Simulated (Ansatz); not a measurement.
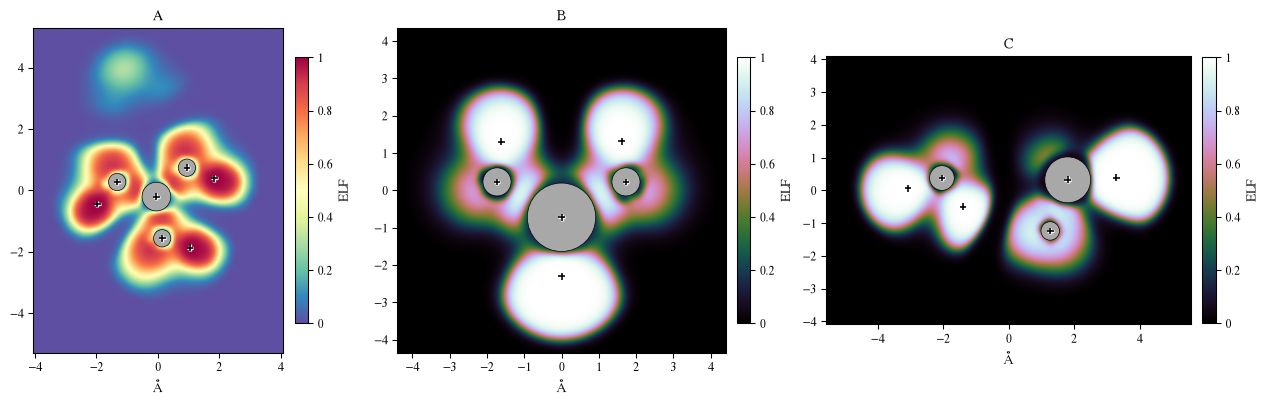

The electron localisation function of 3 systems, each on a plane through atoms (crosses mark nuclei in the plane; grey discs cover the cores).

Computed with RKS PBE0-D4/def2-TZVPP in Ansatz 0.2.0.

System 1: BH$_{3}$O$_{3}$···H$_{2}$S, the plane of atoms B1, O4 and H9. The reactant side of a reaction path; geometry: PBE0-D4/def2-TZVP.

| atom | x (Å) | y (Å) | z (Å) |
| --- | --- | --- | --- |
| B | -0.1323 | -0.0084 | -0.8960 |
| O | 1.0711 | 0.5237 | -0.5407 |
| O | -0.2065 | -0.7224 | -2.0657 |
| O | -1.1718 | 0.2247 | -0.0387 |
| H | 1.3602 | 0.4382 | 1.8040 |
| S | 0.8177 | 0.1768 | 3.0051 |
| H | 1.7538 | 0.3193 | -1.1831 |
| H | -1.0641 | -1.0867 | -2.2852 |
| H | -2.0098 | -0.1589 | -0.2963 |
| H | -0.4184 | 0.2937 | 2.4966 |

System 2: H$_{4}$OSi···CH$_{4}$, the plane of atoms O2, Si1 and H4. The reactant side of a reaction path; geometry: PBE0-D4/def2-TZVP.

```yaml
atoms:
  - { symbol: Si, position_ang: [-1.4273, 0.3498, 1.0124] }
  - { symbol: O, position_ang: [-0.0133, 0.9895, 1.5704] }
  - { symbol: H, position_ang: [-1.3562, -1.1332, 0.9041] }
  - { symbol: H, position_ang: [-2.5670, 0.6891, 1.9087] }
  - { symbol: H, position_ang: [-1.6441, 0.9438, -0.3258] }
  - { symbol: H, position_ang: [1.4327, 0.1211, -0.6210] }
  - { symbol: C, position_ang: [1.3468, -0.5139, -1.5025] }
  - { symbol: H, position_ang: [0.2763, 0.7329, 2.4464] }
  - { symbol: H, position_ang: [0.8891, -1.4636, -1.2249] }
  - { symbol: H, position_ang: [0.7261, -0.0175, -2.2483] }
  - { symbol: H, position_ang: [2.3367, -0.6980, -1.9197] }
```

System 3: C$_{2}$H$_{7}$Ga, the plane of atoms H2, Ga1 and C3. The reactant side of a reaction path; geometry: PBE0-D4/def2-TZVP.

```json
{"atom": "Ga", "x (Å)": "0.0811", "y (Å)": "-0.6514", "z (Å)": "-0.2508"}
{"atom": "H", "x (Å)": "0.2618", "y (Å)": "-2.1168", "z (Å)": "-0.8138"}
{"atom": "C", "x (Å)": "-0.8680", "y (Å)": "0.6777", "z (Å)": "-1.3533"}
{"atom": "H", "x (Å)": "-0.4232", "y (Å)": "0.7353", "z (Å)": "-2.3505"}
{"atom": "C", "x (Å)": "0.8118", "y (Å)": "-0.2223", "z (Å)": "1.5282"}
{"atom": "H", "x (Å)": "-0.8631", "y (Å)": "1.6738", "z (Å)": "-0.9087"}
{"atom": "H", "x (Å)": "-1.9084", "y (Å)": "0.3677", "z (Å)": "-1.4923"}
{"atom": "H", "x (Å)": "0.4440", "y (Å)": "-0.9322", "z (Å)": "2.2741"}
{"atom": "H", "x (Å)": "1.9017", "y (Å)": "-0.3205", "z (Å)": "1.5140"}
{"atom": "H", "x (Å)": "0.5622", "y (Å)": "0.7887", "z (Å)": "1.8531"}
```

**Which map belongs to which system?**

Panel A is system 1, BH$_{3}$O$_{3}$···H$_{2}$S: the plane holds B, O and H. O3···H7 (2.39 Å): the ELF dips to about 0.05 between them: a closed-shell contact with the geometry of a hydrogen bond. Panel B is system 3, C$_{2}$H$_{7}$Ga: the plane holds Ga, H and C. C–Ga (1.97 Å): the ELF peaks at about 0.90 in the valence shell of C, 0.7 Å from its nucleus, and is about 0.55 at the midpoint. Panel C is system 2, H$_{4}$OSi···CH$_{4}$: the plane holds Si, O, H and C. C7···Si1 (3.84 Å): the ELF dips to about 0 between them; a weak contact between the two molecules.
